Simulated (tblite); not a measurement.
**Geometry relaxation of C2H7BCl2S**

System: C2H7BCl2S, SMILES C[S+](C)[BH-](Cl)Cl.
Method: GFN2-xTB geometry optimisation, gas phase (tblite 0.8.0).

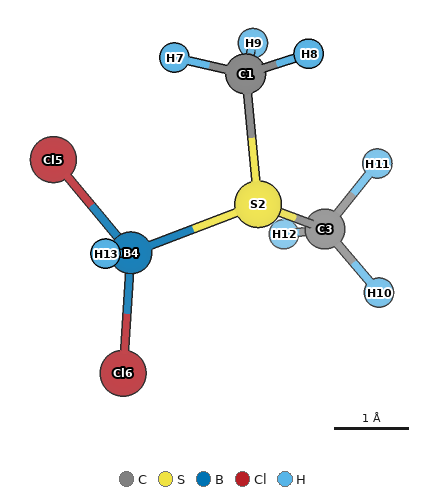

**Figure 1.** The starting structure (ball-and-stick view, seen at a tilt; atoms are numbered from 1 in the order of the input).

**Key numbers**

```json
{"quantity": "outcome", "value": "converged"}
{"quantity": "total energy", "value": "−584.8854 eV"}
{"quantity": "hardware", "value": "1 CPU thread, shared host"}
{"quantity": "wall time", "value": "1.1 s"}
{"quantity": "peak memory", "value": "0.18 GiB"}
```

**Input**
```
{"job": {"xc": "GFN2-xTB", "basis": "xTB", "kind": "relax"}, "charge": 0, "multiplicity": 1}
C     -0.531800    -1.531900     0.319900
S     -0.018200     0.159800     0.629100
C     -1.133300     1.227900    -0.048500
B      1.693600     0.296800    -0.076400
Cl     1.784100    -0.811900    -1.531100
Cl     2.196300     1.995200    -0.378200
H      0.340000    -2.147600     0.169100
H     -1.124100    -1.802600     1.243500
H     -1.141900    -1.494300    -0.589600
H     -1.366900     2.157900     0.567600
H     -2.165400     0.702000    -0.074600
H     -0.964100     1.494700    -1.095900
H      2.413900    -0.244100     0.794300
```

The first line tells a small driver script what to run in tblite; the rest is the geometry in Å.

Command:
```bash
OMP_NUM_THREADS=1 python <driver script> task.json out
```

**Output**
```
step      E/eV     max force
  0    -583.79781    5.213
  1    -584.33857    1.940
  2    -584.48863    1.089
  3    -584.55471    0.601
  4    -584.59795    0.446
  5    -584.61878    0.294
  6    -584.63357    0.318
  7    -584.65065    0.340
  8    -584.66663    0.368
  9    -584.67830    0.313
 10    -584.68525    0.230
 11    -584.69034    0.183
 12    -584.69472    0.172
 13    -584.69936    0.170
 14    -584.70490    0.231
 15    -584.71095    0.240
 16    -584.71702    0.271
 17    -584.72325    0.304
 18    -584.73062    0.263
 19    -584.73941    0.222
 20    -584.74741    0.239
 21    -584.75341    0.203
 22    -584.75873    0.175
 23    -584.76308    0.186
 24    -584.76703    0.152
 25    -584.77060    0.170
 26    -584.77311    0.138
 27    -584.77500    0.114
 28    -584.77665    0.112
 29    -584.77845    0.172
 30    -584.78088    0.212
 31    -584.78441    0.210
 32    -584.78909    0.182
 33    -584.79396    0.162
 34    -584.79770    0.132
 35    -584.80002    0.162
 36    -584.80229    0.161
 37    -584.80565    0.148
 38    -584.80962    0.159
 39    -584.81233    0.165
 40    -584.81501    0.199
 41    -584.81757    0.156
 42    -584.82302    0.214
 43    -584.82654    0.233
 44    -584.83302    0.223
 45    -584.83818    0.179
 46    -584.84378    0.149
 47    -584.84734    0.185
 48    -584.84221    0.376
 49    -584.85219    0.236
 50    -584.85470    0.222
 51    -584.86275    0.204
 52    -584.86518    0.118
 53    -584.86716    0.102
 54    -584.87287    0.118
 55    -584.87455    0.123
 56    -584.87645    0.067
 57    -584.87713    0.071
 58    -584.87754    0.058
 59    -584.87795    0.053
 60    -584.87832    0.041
 61    -584.87858    0.045
 62    -584.87878    0.030
 63    -584.87900    0.032
 64    -584.87922    0.040
 65    -584.87948    0.038
 66    -584.87970    0.033
 67    -584.87993    0.040
 68    -584.88022    0.046
 69    -584.88061    0.068
 70    -584.88110    0.071
 71    -584.88160    0.052
 72    -584.88199    0.054
 73    -584.88229    0.048
 74    -584.88257    0.041
 75    -584.88285    0.033
 76    -584.88314    0.051
 77    -584.88343    0.056
 78    -584.88371    0.052
 79    -584.88398    0.047
 80    -584.88421    0.031
 81    -584.88437    0.035
 82    -584.88448    0.036
 83    -584.88457    0.030
 84    -584.88465    0.026
 85    -584.88473    0.022
 86    -584.88480    0.021
 87    -584.88489    0.023
 88    -584.88498    0.023
 89    -584.88507    0.023
 90    -584.88512    0.018
 91    -584.88515    0.014
 92    -584.88518    0.012
 93    -584.88521    0.012
 94    -584.88524    0.015
 95    -584.88526    0.018
 96    -584.88529    0.016
 97    -584.88532    0.014
 98    -584.88535    0.012
 99    -584.88536    0.008
100    -584.88537    0.008
101    -584.88538    0.007
102    -584.88538    0.006
103    -584.88539    0.004
104    -584.88539    0.003
```

**Trajectory as extended XYZ (Å, eV, eV/Å), 12 frames, from step=0 to step=104**
```
13
Properties=species:S:1:pos:R:3:forces:R:3 step=0 energy=-583.79781
C    -0.5318   -1.5319    0.3199   -1.4380   0.0280   0.2710
S    -0.0182    0.1598    0.6291    1.3740  -0.6730   3.5630
C    -1.1333    1.2279   -0.0485   -4.6650   1.6720  -1.6180
B     1.6936    0.2968   -0.0764    2.2590  -0.9280   0.2150
Cl    1.7841   -0.8119   -1.5311    0.0070   0.0420  -0.6070
Cl    2.1963    1.9952   -0.3782   -0.2140   0.2230  -0.1090
H     0.3400   -2.1476    0.1691    0.0530  -0.0910   0.0790
H    -1.1241   -1.8026    1.2435    0.5830  -0.0610  -1.2110
H    -1.1419   -1.4943   -0.5896    0.0790  -0.4260   0.3160
H    -1.3669    2.1579    0.5676    0.9040  -1.1440  -0.6500
H    -2.1654    0.7020   -0.0746    1.3110   0.5850   0.1080
H    -0.9641    1.4947   -1.0959    0.3430   0.1790   0.2090
H     2.4139   -0.2441    0.7943   -0.5970   0.5950  -0.5660
13
Properties=species:S:1:pos:R:3:forces:R:3 step=9 energy=-584.67830
C    -0.5818   -1.4983    0.3619   -0.0410  -0.1580  -0.0640
S    -0.0690    0.1748    0.8384    0.1220  -0.0690   0.2800
C    -1.2431    1.2185   -0.0721    0.0160   0.1250  -0.0630
B     1.8776    0.2506   -0.1045   -0.1080   0.0060   0.0630
Cl    1.7656   -0.7353   -1.5942   -0.0420  -0.0240   0.0140
Cl    2.1427    1.9789   -0.4149    0.0040   0.1460   0.0090
H     0.3143   -2.0870    0.2074    0.0620  -0.0570   0.0280
H    -1.1761   -1.9247    1.1618   -0.0610   0.0260   0.0500
H    -1.1427   -1.4745   -0.5620   -0.0410   0.0770  -0.1010
H    -1.3154    2.1402    0.4936   -0.0570   0.0590   0.0770
H    -2.2054    0.7198   -0.1037    0.0170   0.0040   0.0070
H    -0.8863    1.4612   -1.0645    0.1240  -0.1690  -0.1520
H     2.5020   -0.2221    0.7819    0.0040   0.0340  -0.1490
13
Properties=species:S:1:pos:R:3:forces:R:3 step=18 energy=-584.73062
C    -0.6012   -1.5037    0.3739   -0.0270  -0.0890  -0.0400
S    -0.0905    0.1466    0.9431    0.2530  -0.0630   0.0310
C    -1.1841    1.1924   -0.0608    0.0330  -0.0130  -0.0270
B     1.8334    0.2977   -0.0967   -0.0350  -0.0600  -0.0040
Cl    1.6649   -0.6885   -1.5837   -0.1210   0.0660  -0.0570
Cl    2.0687    2.0343   -0.3955   -0.1080   0.0660   0.0120
H     0.2813   -2.1158    0.2383    0.1030  -0.0060   0.0170
H    -1.2455   -1.9554    1.1161   -0.1130   0.0380   0.1360
H    -1.1162   -1.4154   -0.5726   -0.0080   0.0300  -0.1130
H    -1.2753    2.1523    0.4324    0.1390   0.0840   0.0220
H    -2.1601    0.7309   -0.1116   -0.1140  -0.1100  -0.0040
H    -0.7513    1.3089   -1.0456    0.0200   0.0520  -0.1270
H     2.5584   -0.1824    0.6917   -0.0210   0.0040   0.1530
13
Properties=species:S:1:pos:R:3:forces:R:3 step=28 energy=-584.77665
C    -0.6074   -1.5197    0.3784    0.0100  -0.0110   0.0130
S    -0.0434    0.1090    0.9660    0.0060   0.0120   0.0000
C    -1.0992    1.1563   -0.0751   -0.0090  -0.0280   0.0370
B     1.7573    0.3170   -0.0634   -0.0310   0.0050  -0.0750
Cl    1.5208   -0.5939   -1.6107    0.0500  -0.0060  -0.0150
Cl    1.9204    2.0859   -0.3426    0.0270   0.0860   0.0660
H     0.2519   -2.1735    0.2937    0.0290  -0.0390   0.0480
H    -1.3181   -1.9133    1.0953   -0.0450  -0.0150   0.0370
H    -1.0616   -1.3967   -0.5967    0.0180  -0.0520  -0.0530
H    -1.1305    2.1395    0.3783    0.0500   0.0790  -0.0200
H    -2.0901    0.7207   -0.0885   -0.1070   0.0160   0.0060
H    -0.6755    1.2102   -1.0726   -0.0130   0.0070  -0.0260
H     2.5578   -0.1396    0.6670    0.0180  -0.0540  -0.0180
13
Properties=species:S:1:pos:R:3:forces:R:3 step=37 energy=-584.80565
C    -0.6130   -1.5662    0.4019    0.0480   0.0590  -0.0080
S    -0.0507    0.0777    0.9501    0.0570   0.0680   0.0470
C    -1.0790    1.1525   -0.0909    0.0250  -0.0700   0.0300
B     1.7314    0.3470   -0.0859   -0.0640  -0.0020  -0.0860
Cl    1.5024   -0.4627   -1.6944   -0.0560   0.0890   0.0700
Cl    1.8434    2.1509   -0.1928    0.1280  -0.0750  -0.0060
H     0.2322   -2.2419    0.4633    0.0190  -0.0230   0.0150
H    -1.4056   -1.8951    1.0646   -0.0410   0.0100  -0.0100
H    -0.9522   -1.4970   -0.6229    0.0040  -0.0350  -0.0890
H    -0.9666    2.1581    0.2965   -0.0180   0.0580   0.0260
H    -2.1096    0.8304   -0.0272   -0.0950  -0.0310   0.0370
H    -0.7066    1.1120   -1.1081   -0.0400  -0.0520  -0.0980
H     2.5564   -0.1638    0.5749    0.0310   0.0040   0.0730
13
Properties=species:S:1:pos:R:3:forces:R:3 step=47 energy=-584.84734
C    -0.5889   -1.5822    0.4033    0.0240   0.0940   0.0490
S    -0.0593    0.0834    0.9394    0.0630  -0.0280   0.0630
C    -1.1116    1.1298   -0.1024    0.0430  -0.1000   0.0760
B     1.7293    0.3899   -0.0837   -0.0450  -0.0810  -0.1600
Cl    1.3932   -0.2364   -1.7540    0.0290  -0.0230  -0.0160
Cl    2.0005    2.1675   -0.0524   -0.0670   0.0310   0.0680
H     0.1948   -2.2766    0.6834    0.0470   0.0040   0.0270
H    -1.5018   -1.8279    0.9352   -0.0360   0.0220  -0.0220
H    -0.7367   -1.6137   -0.6704    0.0620   0.1070  -0.0260
H    -0.8495    2.1542    0.1452   -0.0630   0.0050  -0.0360
H    -2.1516    0.9226    0.1227   -0.0170   0.0340   0.0180
H    -0.8750    0.9182   -1.1394   -0.0260   0.0190  -0.0960
H     2.5391   -0.2267    0.5023   -0.0130  -0.0830   0.0540
13
Properties=species:S:1:pos:R:3:forces:R:3 step=56 energy=-584.87645
C    -0.5461   -1.5582    0.4206    0.0130   0.0410  -0.0100
S    -0.0433    0.1106    0.9445    0.0110  -0.0430   0.0450
C    -1.1439    1.0943   -0.1058    0.0060  -0.0060   0.0540
B     1.7202    0.3817   -0.1143   -0.0330   0.0120   0.0110
Cl    1.3430   -0.0760   -1.8200   -0.0060  -0.0180  -0.0250
Cl    2.0788    2.1394    0.1032   -0.0360  -0.0110  -0.0170
H     0.1385   -2.2663    0.8761   -0.0040   0.0240   0.0030
H    -1.5584   -1.7478    0.7631    0.0140   0.0370  -0.0080
H    -0.4763   -1.6095   -0.6614    0.0240  -0.0480  -0.0340
H    -0.8076    2.1225   -0.0181   -0.0050   0.0360  -0.0320
H    -2.1591    0.9971    0.2614   -0.0390  -0.0140  -0.0040
H    -1.0514    0.7498   -1.1319    0.0090   0.0340  -0.0060
H     2.4881   -0.3356    0.4117    0.0450  -0.0440   0.0230
13
Properties=species:S:1:pos:R:3:forces:R:3 step=66 energy=-584.87970
C    -0.5373   -1.5481    0.4110   -0.0030   0.0060   0.0040
S    -0.0391    0.1145    0.9469    0.0210  -0.0030   0.0090
C    -1.1486    1.0983   -0.0956    0.0140   0.0150   0.0210
B     1.7185    0.3682   -0.1103   -0.0130   0.0000   0.0010
Cl    1.3398   -0.1016   -1.8157    0.0050  -0.0140  -0.0180
Cl    2.0670    2.1303    0.0869    0.0120   0.0020  -0.0100
H     0.1398   -2.2535    0.8805   -0.0200  -0.0160   0.0200
H    -1.5549   -1.7240    0.7418   -0.0120  -0.0290  -0.0090
H    -0.4514   -1.6129   -0.6700    0.0180   0.0060  -0.0030
H    -0.8295    2.1327   -0.0100    0.0100   0.0050   0.0160
H    -2.1632    0.9844    0.2701   -0.0170  -0.0090  -0.0130
H    -1.0493    0.7628   -1.1239   -0.0070   0.0090  -0.0140
H     2.4906   -0.3492    0.4175   -0.0070   0.0280  -0.0030
13
Properties=species:S:1:pos:R:3:forces:R:3 step=75 energy=-584.88285
C    -0.5370   -1.5498    0.4050    0.0020   0.0010   0.0070
S    -0.0394    0.1093    0.9505    0.0250   0.0160   0.0010
C    -1.1459    1.1094   -0.0790   -0.0160   0.0140  -0.0050
B     1.7134    0.3628   -0.1182    0.0160  -0.0260   0.0020
Cl    1.3426   -0.1651   -1.8122    0.0070   0.0260   0.0130
Cl    2.0500    2.1297    0.0273   -0.0110   0.0170  -0.0150
H     0.1205   -2.2556    0.9025   -0.0270  -0.0150  -0.0120
H    -1.5661   -1.7235    0.7017    0.0080   0.0060  -0.0140
H    -0.4116   -1.6132   -0.6732   -0.0030  -0.0240   0.0220
H    -0.8489    2.1458    0.0534    0.0020  -0.0090   0.0110
H    -2.1655    0.9602    0.2596   -0.0160   0.0060  -0.0010
H    -1.0253    0.8188   -1.1190    0.0190  -0.0130   0.0020
H     2.4958   -0.3269    0.4306   -0.0070   0.0030  -0.0120
13
Properties=species:S:1:pos:R:3:forces:R:3 step=85 energy=-584.88473
C    -0.5339   -1.5564    0.4070   -0.0060  -0.0040   0.0000
S    -0.0329    0.1014    0.9548   -0.0020   0.0170  -0.0020
C    -1.1417    1.1067   -0.0687   -0.0090  -0.0020  -0.0070
B     1.7105    0.3705   -0.1284    0.0030  -0.0090  -0.0040
Cl    1.3282   -0.1468   -1.8222    0.0090   0.0030   0.0030
Cl    2.0356    2.1409    0.0165   -0.0020  -0.0040   0.0060
H     0.0683   -2.2731    0.9556   -0.0070   0.0050   0.0020
H    -1.5840   -1.6977    0.6385   -0.0070   0.0010  -0.0010
H    -0.3441   -1.6439   -0.6597   -0.0080  -0.0060  -0.0010
H    -0.8353    2.1403    0.0638   -0.0010  -0.0070  -0.0040
H    -2.1634    0.9684    0.2697    0.0140  -0.0130   0.0110
H    -1.0227    0.8117   -1.1080    0.0030   0.0070   0.0050
H     2.4980   -0.3199    0.4104    0.0140   0.0130  -0.0070
13
Properties=species:S:1:pos:R:3:forces:R:3 step=94 energy=-584.88524
C    -0.5397   -1.5582    0.4072    0.0030  -0.0050  -0.0010
S    -0.0268    0.0979    0.9506   -0.0080   0.0090   0.0090
C    -1.1389    1.1049   -0.0673   -0.0010  -0.0010  -0.0010
B     1.7145    0.3723   -0.1320    0.0080   0.0010  -0.0090
Cl    1.3333   -0.1455   -1.8251    0.0040   0.0000   0.0000
Cl    2.0273    2.1454    0.0173   -0.0020   0.0020  -0.0010
H     0.0487   -2.2756    0.9694   -0.0070  -0.0070   0.0010
H    -1.5943   -1.6878    0.6262    0.0060   0.0090   0.0020
H    -0.3384   -1.6574   -0.6563   -0.0030   0.0040  -0.0050
H    -0.8364    2.1390    0.0689    0.0000   0.0010   0.0040
H    -2.1579    0.9596    0.2756    0.0020  -0.0050  -0.0030
H    -1.0209    0.8168   -1.1084   -0.0020  -0.0060   0.0020
H     2.5117   -0.3094    0.4032   -0.0010  -0.0020   0.0010
13
Properties=species:S:1:pos:R:3:forces:R:3 step=104 energy=-584.88539
C    -0.5425   -1.5565    0.4067   -0.0010   0.0000   0.0000
S    -0.0234    0.0973    0.9521   -0.0020   0.0020   0.0020
C    -1.1378    1.1027   -0.0651    0.0020  -0.0020   0.0000
B     1.7194    0.3735   -0.1341   -0.0010   0.0010   0.0010
Cl    1.3394   -0.1525   -1.8236    0.0010   0.0000  -0.0030
Cl    2.0240    2.1482    0.0093    0.0000   0.0000  -0.0010
H     0.0416   -2.2797    0.9661    0.0000   0.0010  -0.0010
H    -1.5974   -1.6794    0.6278    0.0020   0.0010  -0.0010
H    -0.3444   -1.6530   -0.6577    0.0000  -0.0010   0.0010
H    -0.8432    2.1382    0.0772   -0.0010  -0.0030   0.0000
H    -2.1572    0.9477    0.2723    0.0020   0.0000   0.0020
H    -1.0141    0.8190   -1.1068    0.0010   0.0010   0.0000
H     2.5179   -0.3035    0.4050    0.0000  -0.0010   0.0010
```
